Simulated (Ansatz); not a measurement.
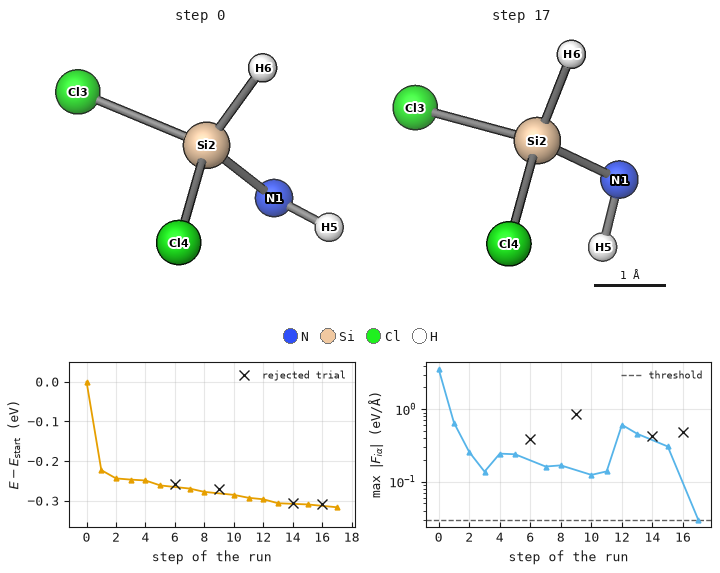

First and last geometry of a relaxation of SiNH2Cl2 (multiplicity 2) (coarse preliminary run), with the history of the run. A ball-and-stick model, seen from a free direction.

The start comes from a force field.

These are results of UKS PBE-D4/def2-SVP in Ansatz, not measurements.

Input file:
```yaml
crystal:
  periodic: [false, false, false]
  atoms:
    - {symbol: N, position_ang: [1.341700, 0.060800, -0.641800]}
    - {symbol: Si, position_ang: [-0.254400, 0.145100, 0.164000]}
    - {symbol: Cl, position_ang: [-1.292500, 1.886500, -0.216700]}
    - {symbol: Cl, position_ang: [-1.395500, -1.347600, -0.488100]}
    - {symbol: H, position_ang: [1.703000, -0.824000, -0.490700]}
    - {symbol: H, position_ang: [-0.060100, 0.015300, 1.627000]}
basis:
  gaussian: {orbitals: def2-SVP}
magnetization: {spin_polarized: true, initial_magnetization: 1}
hamiltonian: {xc: pbe, dispersion: d4}
relax: {f_tol: 0.03, max_steps: 200}
```

### Read the history and describe the run.

It converged. Over 13 accepted moves (17 points after the start) the energy falls by 0.316 eV. Largest force component: 3.6 eV/Å at the start, 0.03 eV/Å at the end. The line search rejected the trial steps at points 6, 9, 14, 16 of the run. The atom that moves furthest after the best rigid fit is H5 (0.87 Å). Largest moves by element: H 0.87 Å, N 0.50 Å, Cl 0.45 Å, Si 0.20 Å. Some distances before and after: Si2–Cl4 1.989 → 2.078 Å, N1–H5 0.968 → 1.039 Å, N1–Si2 1.790 → 1.755 Å, Si2–Cl3 2.063 → 2.078 Å. Among the angles between lasting bonds that change: N1–Si2–Cl3 113.9° → 105.9°, Cl3–Si2–Cl4 106.5° → 110.2°, Si2–N1–H5 107.8° → 110.9°. Groups turn about N1–Si2 by about 100°. The run took of the order of 2 core-minutes on a shared host.

| step | E − E(0), eV | largest force component, eV/Å | note |
| --- | --- | --- | --- |
| 0 | 0.0000 | 3.5580 |  |
| 1 | -0.2226 | 0.6488 |  |
| 2 | -0.2434 | 0.2563 |  |
| 3 | -0.2465 | 0.1376 |  |
| 4 | -0.2486 | 0.2439 |  |
| 5 | -0.2611 | 0.2390 |  |
| 6 | -0.2570 | 0.3893 | rejected |
| 7 | -0.2690 | 0.1619 |  |
| 8 | -0.2774 | 0.1679 |  |
| 9 | -0.2698 | 0.8706 | rejected |
| 10 | -0.2849 | 0.1241 |  |
| 11 | -0.2923 | 0.1387 |  |
| 12 | -0.2960 | 0.6095 |  |
| 13 | -0.3060 | 0.4581 |  |
| 14 | -0.3055 | 0.4281 | rejected |
| 15 | -0.3090 | 0.3060 |  |
| 16 | -0.3088 | 0.4872 | rejected |
| 17 | -0.3161 | 0.0298 |  |
